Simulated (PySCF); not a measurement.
Input file:

```
{"job": {"kind": "uv", "xc": "CAM-B3LYP", "basis": "def2-SVPD", "nstates": 8, "ntriplets": 3}, "charge": 0, "multiplicity": 1}
Si    -2.901989    -0.218522    -0.928673
O     -1.440184    -0.681134    -0.377631
Si    -0.303098    -0.503258     0.730930
Cl    -0.915119    -1.132650     2.502101
O      1.004794    -1.323408     0.253603
Si     2.490023    -0.630119     0.031896
Si     1.752310     1.511757     0.549173
O      0.192736     1.035274     0.835006
H     -3.880163    -0.533664     0.110547
H     -3.031510    -1.037061    -2.129182
H     -2.855285     1.216569    -1.201060
H      3.329467    -1.355721     0.989086
H      2.812774    -0.981017    -1.352596
H      2.143938     2.128177     1.819318
H      1.596894     2.512765    -0.509120
```

Launched as:

```sh
OMP_NUM_THREADS=1 python probes_run.py task.json out
```

Geometry: GFN2-xTB.

Theory: CAM-B3LYP/def2-SVPD, SCF density, gas phase in PySCF 2.14.0.

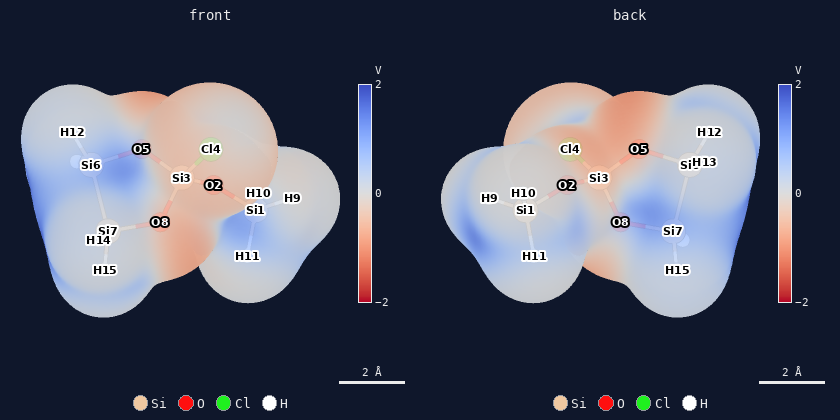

ClH$_{7}$O$_{3}$Si$_{4}$. The electrostatic potential painted on the density surface at 0.001 e/bohr³, seen from the front and from behind; red is negative and blue positive.

Q: Where is the surface potential most negative and most positive?

A: The most negative region (about −0.9 V) lies over O5, the most positive (about +1.6 V) over Si6 and Si7.
